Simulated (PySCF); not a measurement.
## Electronic structure of C$_{6}$H$_{8}$N$_{2}$ in real space

```tsv
atom	x (Å)	y (Å)	z (Å)
C	-1.5746	1.6143	0.0345
C	-0.9873	0.5314	0.4698
C	-1.1379	-0.9128	0.7662
C	-1.3233	-1.8249	-0.3051
N	-1.4828	-2.5630	-1.1661
C	0.2053	-0.1817	0.9122
C	1.3381	-0.4569	-0.0721
N	2.3174	0.6063	-0.1488
H	-2.6159	1.6220	-0.2437
H	-1.0414	2.5472	-0.0563
H	-1.6605	-1.2045	1.6719
H	0.5439	-0.0236	1.9329
H	1.8592	-1.3744	0.2193
H	0.9215	-0.6054	-1.0724
H	1.8789	1.4728	-0.4408
H	2.7520	0.7621	0.7546
```

Geometry: GFN2-xTB.

The calculation used B3LYP/def2-SVPD, SCF density, gas phase (PySCF).

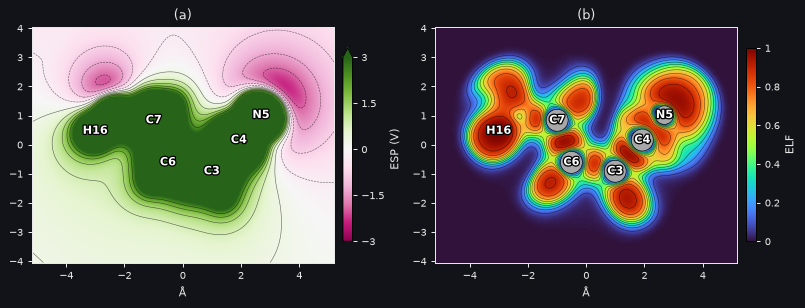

Figure 1. (a) molecular electrostatic potential; (b) electron localisation function on the plane of atoms C3, C6 and C7. Grey discs cover the atomic cores in the ELF map.

### Describe what can be read from this map.

- Atoms in the plane: C, N and H.
- C–N (1.15 Å): the ELF peaks at about 0.85 between the atoms; a multiple bond.
- C–C (1.42 Å): the ELF peaks at about 0.95 between the atoms (localised, covalent bonding).
- The ELF also peaks beside N5 and N8, away from the bonds: lone-pair regions.
- Outside the dense part of the molecule the potential is most negative (−2.3 V) near N5.

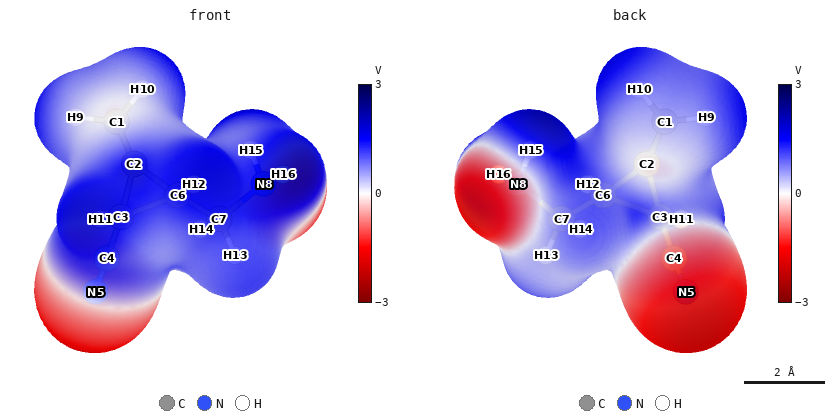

Figure 2. The electrostatic potential painted on the density surface at 0.004 e/bohr³, seen from the front and from behind; red is negative and blue positive.

### Which sites attract a positive test charge, and which a negative one?

A positive charge is drawn to the negative regions and a negative charge to the positive ones. The most negative region (about −2.1 V) lies over N5, the most positive (about +2.2 V) over H15 and H16. N5 is the likeliest acceptor of a hydrogen bond.

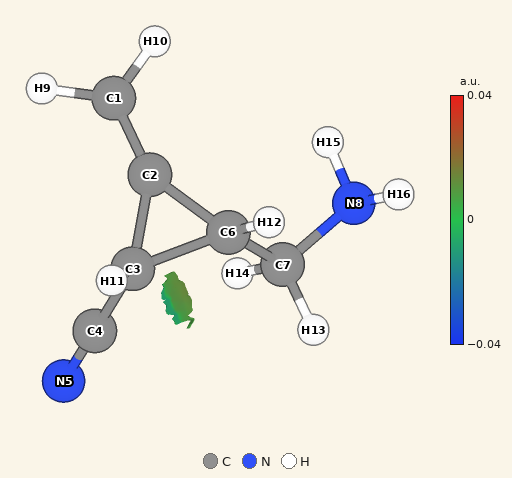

Figure 3. Non-covalent interaction (NCI) plot: the surface where the reduced density gradient is 0.6, for densities under 0.05 a.u., coloured by sign(λ₂)ρ; seen at a tilt.

### Which non-covalent interactions does the plot reveal?

Near H14, C4 and C7: mostly steric crowding (olive to red).
